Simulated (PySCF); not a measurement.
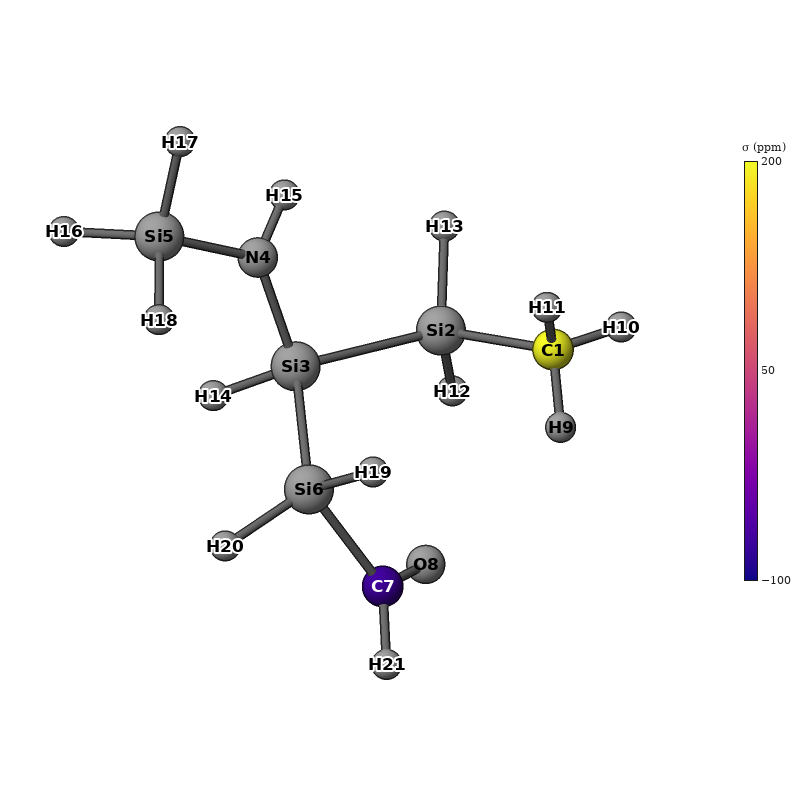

Atoms are coloured by their isotropic NMR shieldings (C only, the others grey). The geometry was computed by an optimisation with GFN2-xTB. No frequency run is at hand to confirm it as a minimum. Properties computed with GIAO PBE0/pcSseg-1 NMR shielding, non-relativistic, gas phase (PySCF 2.14.0).

List the isotropic NMR shieldings of the C atoms.

```csv
atom,σ (ppm)
C1,196.1
C7,−70.1
```

The geometry is semi-empirical. Around Si such bond lengths and angles can be off by a tenth of an ångström or more and by several degrees, and values that hang on the shape move with them.
